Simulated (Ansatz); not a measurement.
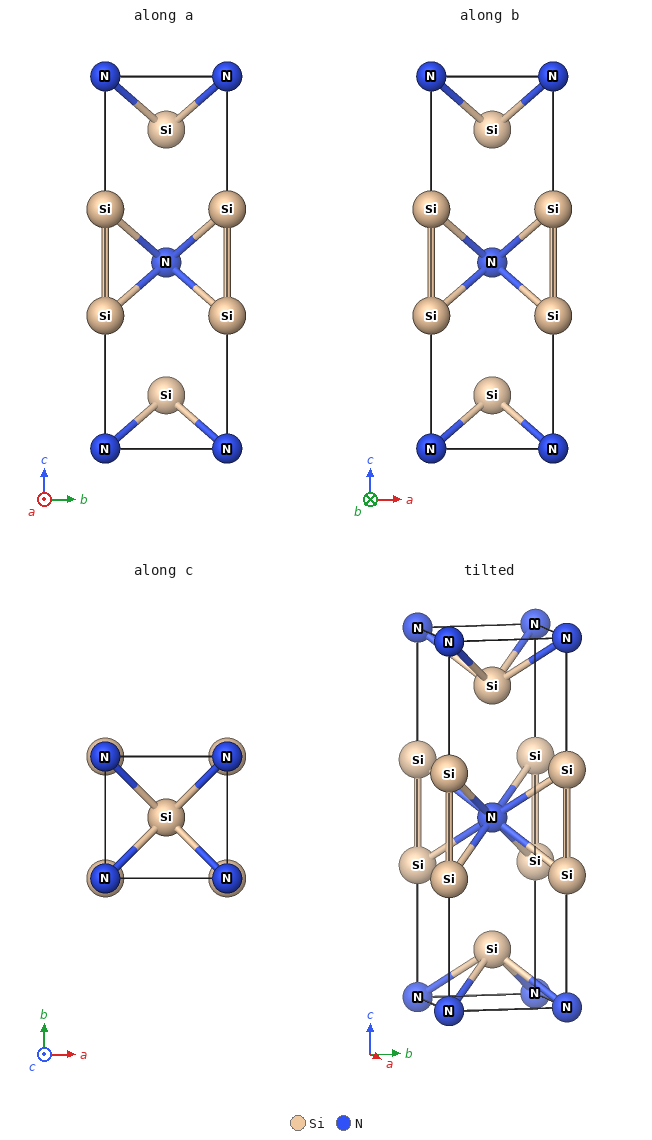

Ball-and-stick representation of a periodic structure, projected along the a axis, along the b axis, along the c axis and slightly off an axis. The edges of the conventional unit cell are marked.

Lattice parameters: a = 2.777 Å, b = 2.777 Å, c = 8.478 Å, α = 90.00°, β = 90.00°, γ = 90.00°.

Question: Set out the cell and atoms as a table of Wyckoff sites, with free fractional coordinates to two decimals.

Answer: Space group I4/mmm (No. 139).
| atom | site | x | y | z |
| --- | --- | --- | --- | --- |
| Si | 4e | 0.50 | 0.50 | 0.14 |
| N | 2a | 0.00 | 0.00 | 0.00 |

The model was built from a structure type filled with these elements by a generator (whether the compound takes this form wasn't checked). The geometry is the end of a relaxation with Ansatz, DFT PBE, scalar-relativistic, plane waves, PAW.
